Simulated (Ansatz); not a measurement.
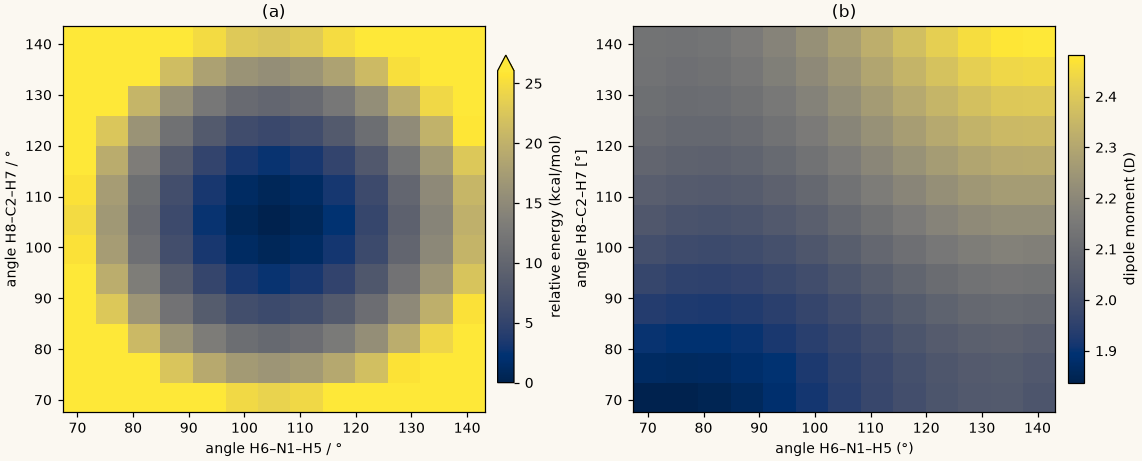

CH₆AsNZn, SMILES N[CH2][Zn][AsH2]. The first coordinate is: angle H6–N1–H5; the second: angle H8–C2–H7. Nothing is relaxed (all other coordinates rigid). The scan uses a 13 × 13 grid. Points are written as (first, second). Energies are in kcal/mol, from the lowest grid point. Computed with Ansatz, RKS B3LYP-D4/def2-SVP.

Panel (a) is the energy and panel (b) the computed dipole moment on the same grid.

Drawn: one coloured cell a grid point, one colour for all values above the top of the scale.

**How does the dipole moment vary over the map, and what is it at the lowest grid point?**

Leaving out the highest fifth of the energies, it runs from 1.88 D at (87.8°, 76.4°) to 2.42 D at (128.7°, 134.8°). At the lowest grid point, (105.3°, 105.6°), it is 2.09 D.

```tsv
angle H8–C2–H7 ↓, angle H6–N1–H5 →	70.3	76.2	82.0	87.8	93.7	99.5	105.3	111.2	117.0	122.8	128.7	134.5	140.3
140.6	2.13	2.12	2.13	2.15	2.19	2.23	2.27	2.32	2.37	2.42	2.45	2.48	2.48
134.8	2.13	2.12	2.12	2.14	2.17	2.21	2.25	2.30	2.34	2.38	2.42	2.44	2.44
128.9	2.12	2.11	2.11	2.12	2.15	2.18	2.22	2.26	2.31	2.35	2.38	2.40	2.40
123.1	2.10	2.09	2.09	2.10	2.12	2.15	2.19	2.23	2.27	2.31	2.34	2.36	2.36
117.3	2.08	2.07	2.07	2.08	2.10	2.13	2.16	2.20	2.23	2.27	2.30	2.31	2.31
111.4	2.06	2.04	2.04	2.05	2.07	2.09	2.12	2.16	2.19	2.23	2.25	2.27	2.27
105.6	2.03	2.02	2.01	2.02	2.04	2.06	2.09	2.12	2.16	2.18	2.21	2.22	2.22
99.8	2.00	1.99	1.98	1.99	2.01	2.03	2.06	2.09	2.12	2.14	2.17	2.18	2.17
93.9	1.97	1.96	1.95	1.96	1.97	2.00	2.02	2.05	2.08	2.11	2.13	2.13	2.13
88.1	1.94	1.92	1.92	1.93	1.94	1.97	1.99	2.02	2.05	2.07	2.09	2.10	2.09
82.3	1.90	1.89	1.89	1.90	1.92	1.94	1.97	2.00	2.02	2.05	2.06	2.07	2.06
76.4	1.87	1.86	1.87	1.88	1.90	1.92	1.95	1.98	2.00	2.03	2.04	2.05	2.03
70.6	1.84	1.84	1.85	1.86	1.88	1.91	1.94	1.97	2.00	2.02	2.04	2.04	2.03
```
